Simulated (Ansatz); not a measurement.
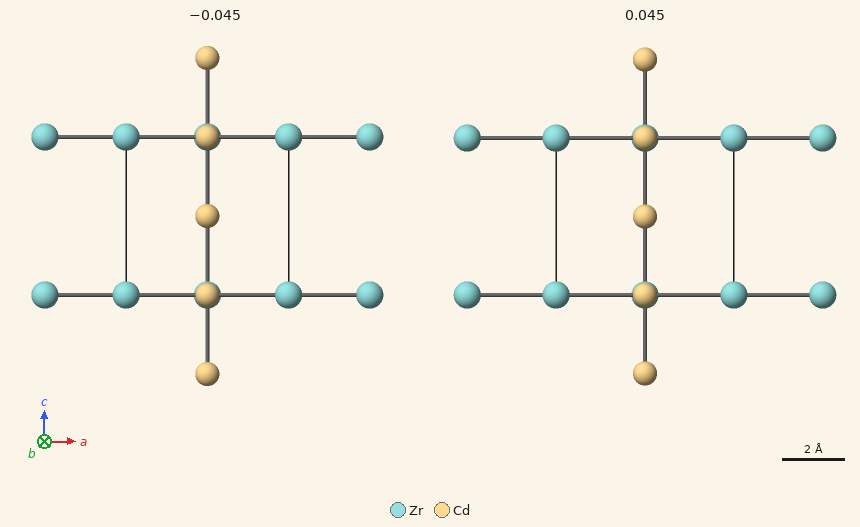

Crystalline Zr3Cd2 (set up in P4/mmm), under biaxial strain in the a–b plane (c relaxed, atoms fixed by symmetry), with energies (extrapolated to zero smearing) counted from the relaxed crystal, which is the row at zero. The picture shows the first and the last member. Style: ball-and-stick. Shown: the cell of the calculation, along the b axis.

Computed with Ansatz 0.2.0: DFT PBEsol, scalar-relativistic, plane waves, PAW. Settings: plane-wave cutoff 420 eV; k-point mesh 8 × 8 × 8; occupations gaussian; smearing width 0.1 eV; no spin polarisation; force threshold 0.008 eV/Å.

| strain | energy (meV/atom) | a (Å) | c (Å) |
| --- | --- | --- | --- |
| −0.045 | 72.93 | 5.254 | 5.112 |
| −0.03 | ? | ? | ? |
| −0.015 | 7.30 | 5.419 | 5.095 |
| 0.0 | 0.00 | 5.502 | 5.091 |
| 0.015 | 7.05 | 5.584 | 5.086 |
| 0.03 | 26.86 | 5.667 | 5.081 |
| 0.045 | 58.05 | 5.749 | 5.077 |

**Fill in the missing row.**

A parabola through three neighbouring rows (−0.045, −0.015, 0.0) gives, with Lagrange weights, (0.3333)(72.93) + (1.0000)(7.30) + (−0.3333)(0.00) = 31.61 meV/atom. The calculation gives 30.99 meV/atom (a = 5.337 Å, c = 5.102 Å). The estimate is 0.62 meV/atom too high. From the first member to the last: Cd–Zr 2.627 → 2.875 Å, Zr–Zr 2.627 → 2.875 Å, Cd–Cd 2.556 → 2.538 Å.

The whole series:

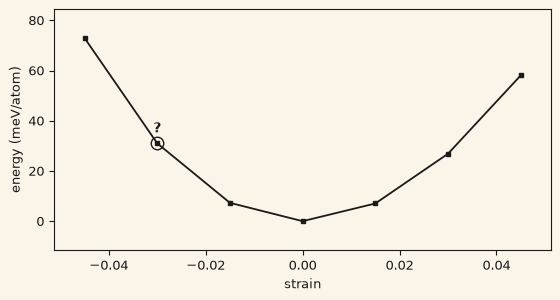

Each member starts from this one structure; whether another phase lies lower wasn't checked.
